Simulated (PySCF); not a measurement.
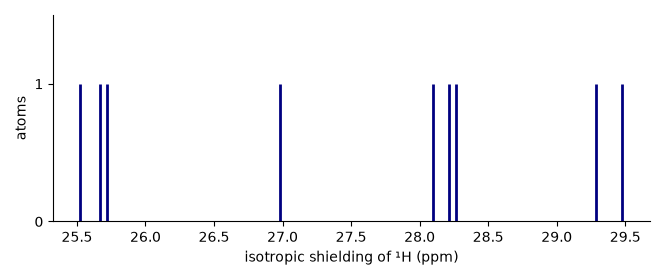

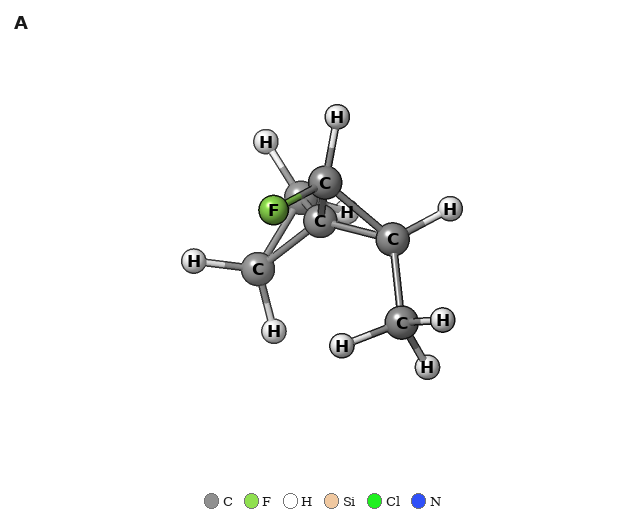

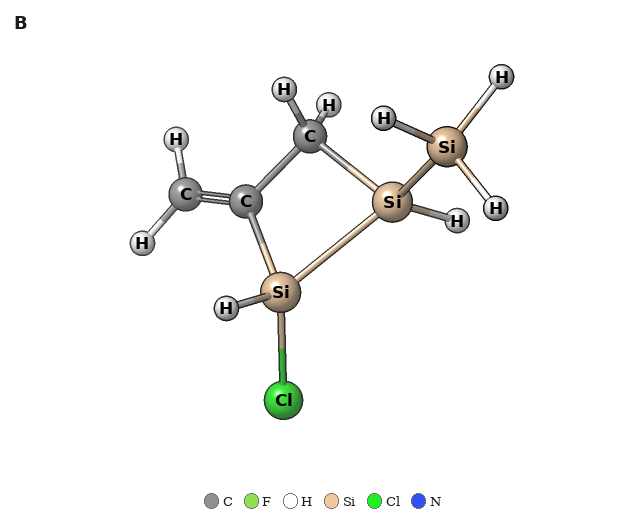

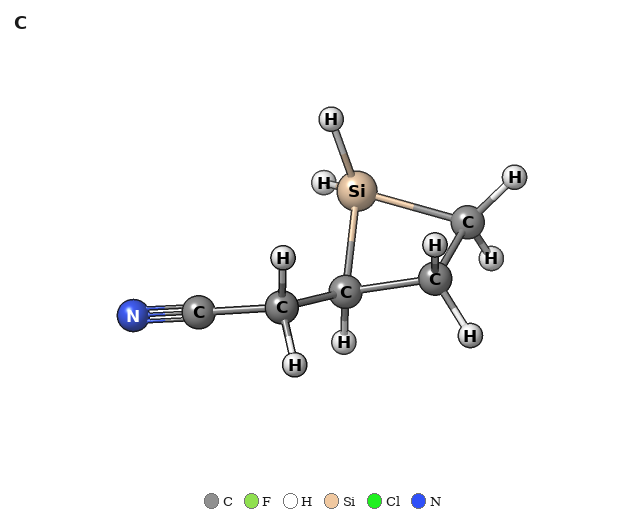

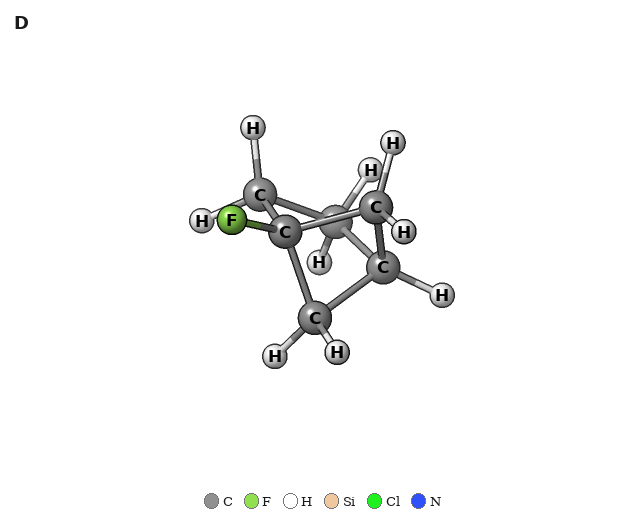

The sticks are computed shieldings of one of the molecules, for one fixed geometry (GFN2-xTB) without averaging over rotations. Low shielding means a high chemical shift. Method: GIAO PBE0/pcSseg-1 NMR shielding, non-relativistic, gas phase (PySCF 2.14.0).

### Match the spectrum to a structure.

B, `C=C1C[Si@@H]([SiH3])[Si@@H]1Cl`. Its 9 H atoms give lines at 25.52, 25.67, 25.72, 26.98, 28.10, 28.21, 28.26, 29.29, 29.48 ppm.

The geometry is semi-empirical. Around Si such bond lengths and angles can be off by a tenth of an ångström or more and by several degrees, and values that hang on the shape move with them.
